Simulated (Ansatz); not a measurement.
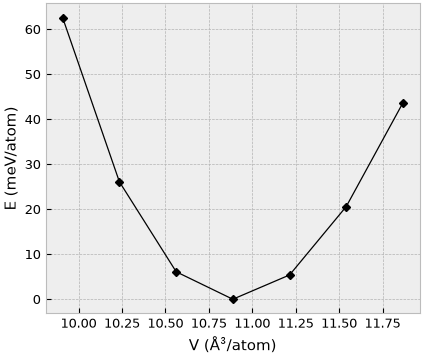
Figure. Cu (fcc (Cu type), space group No. 225) under volume change, DFT-LDA in the program Ansatz with PAW potentials, scaled uniformly.

Task: What does a third-order Birch–Murnaghan fit give for V₀, B₀ and B′?

Result: V₀ = 10.89 Å³/atom, B₀ = 189 GPa, B′ = 5.0.

Space group Fm-3m (fcc (Cu type)). The cell was relaxed with LDA under the symmetry of its start. No spin polarisation was allowed.

Potentials: the later of the program's two PAW sets.
